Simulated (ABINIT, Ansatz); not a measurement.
# GaN (P6_3mc): one start, several treatments of the self-energy, part 2 of 2

Wanted: the gap of GaN (P6_3mc) under several approximations, with cost.

ABINIT 10.8.3; PBE and many-body steps on it, plane waves. Known limits of the many-body steps: not at the basis limit; no spin-orbit coupling.

So far. Step 4 (G0W0, Godby-Needs plasmon pole): The gap on the mesh goes from 1.99 eV to 2.87 eV, a correction of +0.87 eV. Step 5 (G0W0, Hybertsen-Louie plasmon pole): Against G0W0 in ABINIT (6×6×4 mesh, 144 bands, screening to 176.9 eV, Godby-Needs plasmon pole), the gap moves by +0.149 eV.

The database entry behind the starting cell differs from later determinations by our own check (about 0.3 % short, ideal inner coordinate), so it need not match the best structure at ambient conditions.

**6. G0W0, Engel-Farid plasmon pole**

Level of this step: G0W0 on PBE, plane waves, norm-conserving pseudopotentials (ABINIT).

File run.abi:

```
acell 3*1.0 Angstrom
rprim 
  3.179999999980 0.000000000005 0.000000000000
  -1.589999999994 2.753960784015 0.000000000000
  0.000000000000 0.000000000000 5.166000000000
ntypat 2
znucl 31 7
natom 4
typat 1 1 2 2
xred 
  0.333333333333 0.666666666667 0.000000000000
  0.666666666667 0.333333333333 0.500000000000
  0.333333333333 0.666666666667 0.375000000000
  0.666666666667 0.333333333333 0.875000000000
pp_dirpath "pseudos"
pseudos "Ga.upf, N.upf"
ecut 45
ngkpt 6 6 4
nshiftk 1
shiftk 0 0 0
kptopt 1
chksymbreak 0
istwfk *1
occopt 1
irdwfk 1
optdriver 4
nband 144
gwcalctyp 0
ecutsigx 45
symsigma 1
nkptgw 1
kptgw 
  0.0000000000 0.0000000000 0.0000000000
bdgw 
  25 28
ecuteps 6.5
irdscr 1
ppmodel 4
indata_prefix "in"
outdata_prefix "out"
tmpdata_prefix "tmp"
```

The run is started by

```console
$ OMP_NUM_THREADS=1 mpirun -n 4 abinit run.abi > log
```

The program printed:

```text
.Version 10.8.3 of ABINIT. v10.8.2 released Aug 2026.

 Symmetries : space group P6_3 m c (#186); Bravais hP (primitive hexag.)
[... echo of the input left out ...]
== DATASET  1 ==================================================================
-   mpi_nproc: 4, omp_nthreads: 1 (-1 if OMP is not activated)

--- !DatasetInfo
iteration_state: {dtset: 1, }
dimensions: {natom: 4, nkpt: 21, mband: 144, nsppol: 1, nspinor: 1, nspden: 1, mpw: 4428, }
cutoff_energies: {ecut:  45.0, pawecutdg:  -1.0, }
[...]
26   7.035 -19.131 -22.605   2.799   0.815  -0.228 -19.681  -0.550   6.485
       27   9.029 -14.219 -10.131  -3.714   0.841  -0.189 -13.905   0.314   9.343
       28  11.364 -14.010  -9.023  -4.401   0.849  -0.178 -13.513   0.497  11.861

== END DATASET(S) ==============================================================
================================================================================

 -outvars: echo values of variables after computation  --------
           etotal      0.0000000000E+00
            nband         144
             nkpt          21
          spgroup         186
 [... the other variables as echoed above ...]

 Calculation completed.
```

Elapsed: 22 s, on 4 MPI ranks of Intel Xeon Platinum 8259CL at 2.50GHz (Skylake/Cascade Lake), shared host; peak memory 2.4 GiB; 87 s of CPU time.

Numbers from this step:

| Quantity | Value |
| --- | --- |
| G0W0 gap on the points computed | 2.858 eV |
| starting gap on the mesh | 1.995 eV |
| k of the valence top | 0, 0, 0 |
| k of the conduction bottom | 0, 0, 0 |
| least direct G0W0 gap on the computed points | 2.858 eV |

Against G0W0 in ABINIT (6×6×4 mesh, 144 bands, screening to 176.9 eV, Godby-Needs plasmon pole), the gap moves by −0.010 eV.

**7. One-shot Hartree-Fock**

This step: one-shot Hartree-Fock on PBE, plane waves, norm-conserving pseudopotentials.

run.abi: that of step 6 with these lines changed.

```diff
@@ -26,4 +26,4 @@
 optdriver 4
-nband 144
-gwcalctyp 0
+nband 30
+gwcalctyp 5
 ecutsigx 45
@@ -35,5 +35,4 @@
   25 28
-ecuteps 6.5
-irdscr 1
-ppmodel 4
+ixc_sigma 40
+fftgw 31
 indata_prefix "in"
```

The program printed:

```text
.Version 10.8.3 of ABINIT. v10.8.2 released Aug 2026.

 Symmetries : space group P6_3 m c (#186); Bravais hP (primitive hexag.)
[... echo of the input left out ...]
== DATASET  1 ==================================================================
-   mpi_nproc: 4, omp_nthreads: 1 (-1 if OMP is not activated)

--- !DatasetInfo
iteration_state: {dtset: 1, }
dimensions: {natom: 4, nkpt: 21, mband: 30, nsppol: 1, nspinor: 1, nspden: 1, mpw: 4428, }
cutoff_energies: {ecut:  45.0, pawecutdg:  -1.0, }
[...]
26   7.035 -19.131 -22.605   0.000   1.000   0.000 -22.605  -3.474   3.561
       27   9.029 -14.219 -10.131   0.000   1.000   0.000 -10.131   4.087  13.116
       28  11.364 -14.010  -9.023   0.000   1.000   0.000  -9.023   4.987  16.351

== END DATASET(S) ==============================================================
================================================================================

 -outvars: echo values of variables after computation  --------
           etotal      0.0000000000E+00
            nband          30
             nkpt          21
          spgroup         186
 [... the other variables as echoed above ...]

 Calculation completed.
```

Run time: 8 s. Hardware: 4 MPI ranks; peak memory 1.1 GiB.

Numbers from this step:

```yaml
quasiparticle_gap_on_the_points_computed: 9.555 eV
starting_gap_on_the_mesh: 1.995 eV
k_of_the_valence_top: 0, 0, 0
k_of_the_conduction_bottom: 0, 0, 0
least_direct_quasiparticle_gap_on_the_computed_points: 9.555 eV
```

Against G0W0 in ABINIT (6×6×4 mesh, 144 bands, screening to 176.9 eV, Godby-Needs plasmon pole), the gap moves by +6.687 eV.

**8. The runs together**

Times are wall times on 4 MPI ranks of Intel Xeon Platinum 8259CL at 2.50GHz (Skylake/Cascade Lake), shared host, good to a factor of about two. A run's time includes the screening step that it read.

```csv
run,mesh,bands,screening cutoff (eV),DFT gap (eV),gap on the mesh (eV),direct (eV),ε∞ used,time
"G0W0, Godby-Needs plasmon pole",6×6×4,144,176.9,1.995,2.868,2.868,5.77,25 min
"G0W0, Hybertsen-Louie plasmon pole",6×6×4,144,176.9,1.995,3.017,3.017,5.77,25 min
"G0W0, Engel-Farid plasmon pole",6×6×4,144,176.9,1.995,2.858,2.858,5.77,25 min
one-shot Hartree-Fock,6×6×4,-,-,1.995,9.555,9.555,-,8 s
```

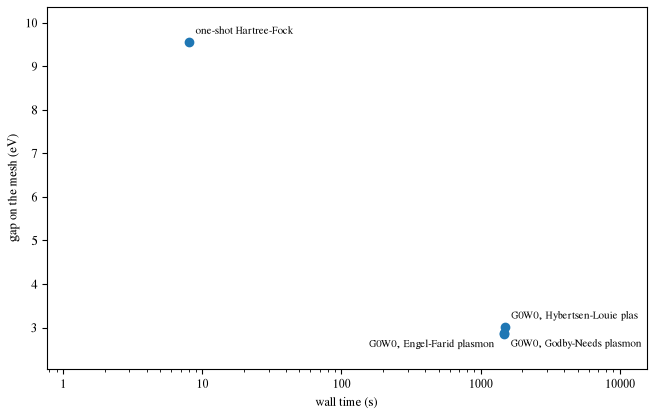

Result against wall time.

**9. Summary of results**

```json
{
 "G0W0, Godby-Needs plasmon pole": "2.868 eV",
 "G0W0, Hybertsen-Louie plasmon pole": "3.017 eV",
 "G0W0, Engel-Farid plasmon pole": "2.858 eV",
 "one-shot Hartree-Fock": "9.555 eV",
 "known limits": "not at the basis limit; no spin-orbit coupling"
}
```

In words: G0W0, Hybertsen-Louie plasmon pole: +0.149 eV against G0W0, Godby-Needs plasmon pole. G0W0, Engel-Farid plasmon pole: −0.010 eV against G0W0, Godby-Needs plasmon pole. One-shot Hartree-Fock: +6.687 eV against G0W0, Godby-Needs plasmon pole. Bare exchange alone opens the gap to 9.55 eV; against G0W0, correlation takes back 6.69 eV. Bands and cutoff are finite, so the gap is not at the basis limit. The miss can reach some tenths of an eV and take either sign; the mesh is an error of its own. In the G0W0 runs levels were corrected at 1 k point alone, so a gap called «on the mesh» is the least over those, and an edge elsewhere would be missed. The many-body steps are scalar-relativistic: spin-orbit coupling is not in them.

[Paths, hosts, dates, memory and timing lines, banners, echoed tables and standing remarks are left out of the program output.]

[Logs are printed without paths, hosts, clocks, repeated set-up lines and the standing remarks that a program may print on its own settings, such as how far it seeks lower states.]

[Runs of the session that timed out or met a known fault of the program may be left out.]

[Hosts, paths, dates, database ids (printed as entryN), source tags and the programs' standing remarks are cut or masked in the printed files.]

[G0W0 gaps are taken among the corrected bands and points alone; a level outside them can change the order at an edge.]

[Where Ansatz stands beside ABINIT at settings called matched, ABINIT's density can come from a denser mesh and the files from another edition; pairs whose starting gaps differed by over 0.03 eV were left out, so agreement reads better than it is.]
